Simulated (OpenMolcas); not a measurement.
```
&GATEWAY
Basis set
Ti.ANO-RCC-VDZP.
Ti1 0.0 0.0 0.0 Angstrom
End of basis
Basis set
Cl.ANO-RCC-VDZP.
L1 2.496000 0.000000 0.000000 Angstrom
L2 0.000000 2.496000 0.000000 Angstrom
L3 0.000000 0.000000 2.496000 Angstrom
End of basis
Basis set
Na.EMB-AIMP.Al-Abdalla.7s4p.1s1p.ECP.Cs2NaYCl6.
PseudoCharge
* 3 symmetry-unique lattice sites within 7.6 angstrom
End of basis
Basis set
Cs.EMB-AIMP.Al-Abdalla.0s.0s.ECP.Cs2NaYCl6.
PseudoCharge
* 4 symmetry-unique lattice sites within 7.6 angstrom
End of basis
Basis set
Cl.EMB-AIMP.Al-Abdalla.0s.0s.ECP.Cs2NaYCl6.
PseudoCharge
* 12 symmetry-unique lattice sites within 7.6 angstrom
End of basis
Basis set
Y.EMB-AIMP.Al-Abdalla.0s.0s.ECP.Cs2NaYCl6.
PseudoCharge
* 6 symmetry-unique lattice sites within 7.6 angstrom
End of basis
Symmetry
XYZ
AngMom=0.0 0.0 0.0
AMFI
RICD
XField
1564 Angstrom 0
* Evjen-weighted lattice charges
&SEWARD
&RASSCF
FileOrb=start.orb
Symmetry=1
Spin=2
nActEl=1 0 0
Inactive=30 33
Ras2=5 0
CIRoot=5 5 1
SDav=5
CIMx=300
Iter=150 100
PrWF=0.3
OrbListing=Nothing
MaxOrb=0
LevShft=1.0
>>> COPY $Project.JobIph JOB001
&RASSI
NrOfJobIphs=1 5
1 2 3 4 5
IphNames
JOB001
EJob
SpinOrbit
DIPRint=1.0
SOCoupling=1000.0
Subsets=2
Property=9
'ANGMOM' 1 'ANGMOM' 2 'ANGMOM' 3 'MLTPL  1' 1 'MLTPL  1' 2 'MLTPL  1' 3
'AMFI' 1 'AMFI' 2 'AMFI' 3
SOProperty=3
'ANGMOM' 1 'ANGMOM' 2 'ANGMOM' 3
```

Launched with:
```bash
OMP_NUM_THREADS=1 MOLCAS_MEM=2457 MOLCAS_PROJECT=a pymolcas a.inp > a.log  # once for each step of the input, in one work folder
```

Level of the calculation: state-averaged CASSCF, active space 1 electron in the shell 3d, basis ANO-RCC-VDZP on all atoms, DKH2 scalar Hamiltonian, spin-orbit coupling by RASSI with atomic mean-field integrals (OpenMolcas). Powder susceptibility by Van Vleck's formula.

Ti³⁺ (3d) as a dopant in Cs₂NaYCl₆, a cluster with its 6 nearest Cl⁻ at 2.496 Å (octahedron) embedded in model potentials and point charges; the geometry was set, not optimised. The cluster and the levels that result:

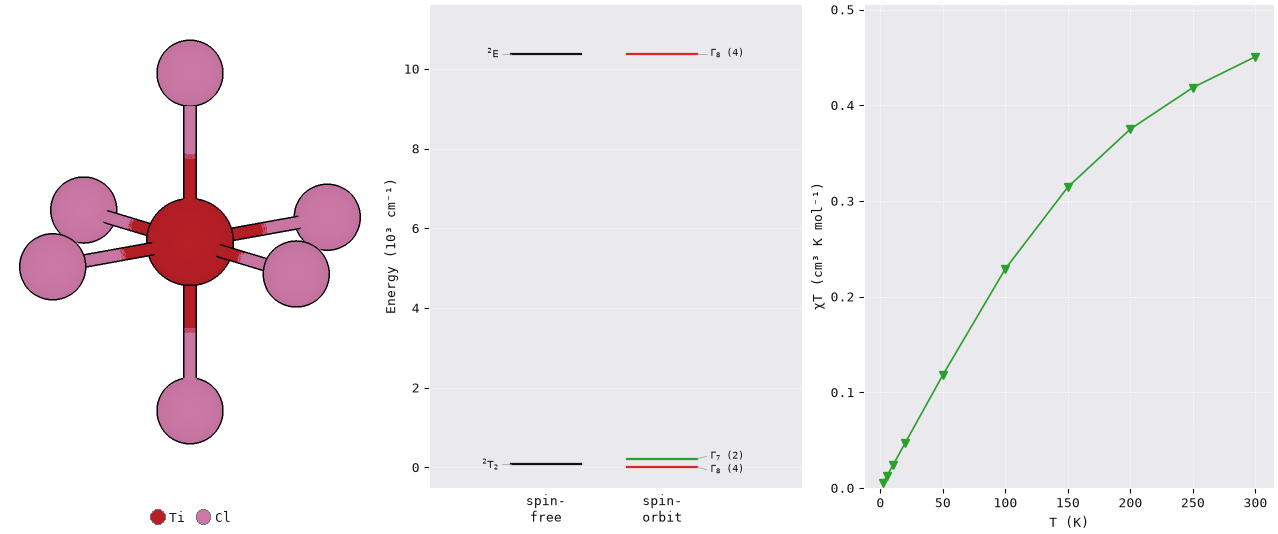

Labels give the representation in O, Td, D4 or D3 as the site allows (double group for half-integer spin) where it could be assigned and, in brackets, the degeneracy; spin-free states, where drawn, share the zero of the spin-orbit levels.

The ground level is Γ₈, 4-fold degenerate, 100 % from states of spin multiplicity 2. The next level lies at 217 cm⁻¹ (Γ₇). The lowest spin-free state is ²T₂; of the same spin there follows at 10,300 cm⁻¹ (²E) above it. A ligand-field fit to the spin-free states gives |10Dq| = 10,300 cm⁻¹. χT is 0.00502 cm³ K mol⁻¹ at 2 K and 0.451 at 300 K, an effective moment of 1.90 μB. The active orbitals hold 87 to 96 % metal character (Löwdin), and the Mulliken charge of the metal is +1.24.

Limits of the model: the geometry is set by hand, with no relaxation and no charge compensation.
